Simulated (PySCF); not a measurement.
**C8H6N (SMILES C=C1[C]=C(CC#N)C=C1) (doublet): density, localisation and related maps**

Input file:

```
{"job": {"kind": "epr", "basis": "pcH-1"}, "charge": 0, "multiplicity": 2}
C     -2.811902     0.954608     0.161802
C     -1.600264     0.420847     0.011061
C     -0.457349     0.495658     0.898861
C      0.584687    -0.181504     0.419427
C      1.952703    -0.386462     0.987300
C      2.940722     0.175365     0.097150
N      3.706459     0.619958    -0.625146
C      0.156890    -0.740616    -0.881759
C     -1.117926    -0.391674    -1.119473
H     -3.579532     0.816510    -0.581320
H     -3.068647     1.541673     1.027326
H      2.161299    -1.456803     1.099088
H      2.038261     0.096371     1.964278
H      0.811111    -1.323568    -1.505992
H     -1.720924    -0.632374    -1.974517
```

Command:

```sh
OMP_NUM_THREADS=1 python probes_run.py task.json out
```

Geometry: GFN2-xTB.

Level of theory: PySCF, UKS B3LYP, pcH-1 on C H N, non-relativistic, mean-field spin-orbit, GIAO.

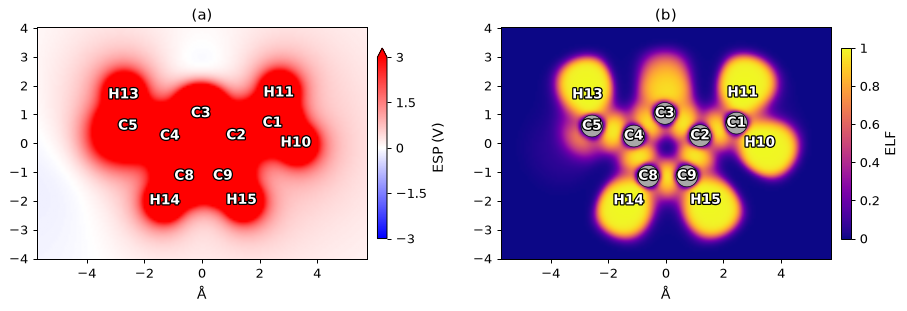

Figure 1. (a) electrostatic potential; (b) ELF on the plane of atoms C4, C8 and H14. Grey discs cover the atomic cores in the ELF map.

Question: Describe what can be read from this map.

Answer: The section cuts through C and H sites.
C–C (1.33 Å): the ELF peaks at about 0.90 between the atoms: a multiple bond.
C–H (1.07 Å): the ELF climbs to about 1 towards the hydrogen, as it does in any bond to H (a covalent bond by its length).
C–C (1.45 Å): the ELF peaks at about 0.95 between the atoms; localised, covalent bonding.
C–C (1.50 Å): the ELF peaks at about 0.95 between the atoms (a shared electron pair).
The ELF also peaks beside C3, away from the bonds: non-bonding electrons, paired or unpaired.
The potential has no marked negative region in this plane.

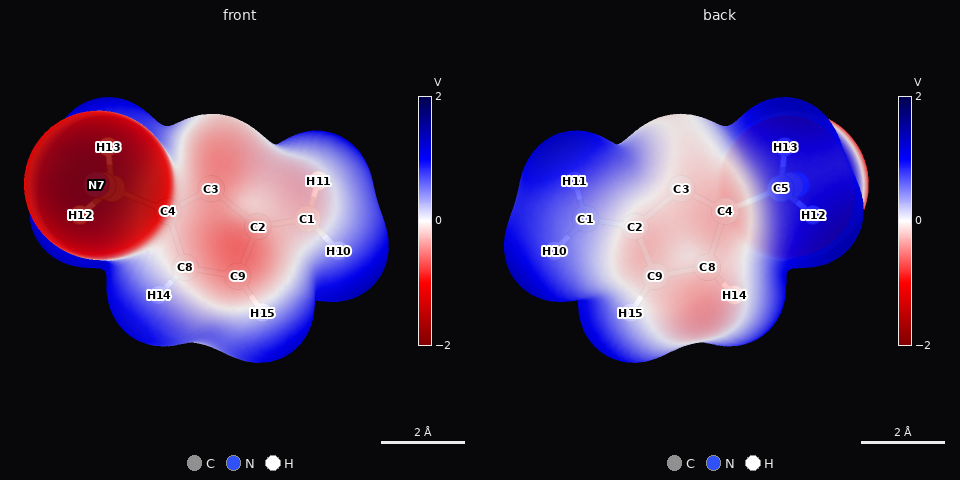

Figure 2. The molecular electrostatic potential painted on the density surface at 0.002 e/bohr³, seen from the front and from behind; the colour scale runs from red (negative) to blue (positive).

Question: Which sites attract a positive test charge, and which a negative one?

Answer: A positive charge is drawn to the negative regions and a negative charge to the positive ones. The most negative region (about −1.9 V, or −44 kcal/mol for a unit charge) lies over N7, the most positive (about +1.4 V, or +32 kcal/mol for a unit charge) over H10, H12 and H13. N7 is the likeliest acceptor of a hydrogen bond.
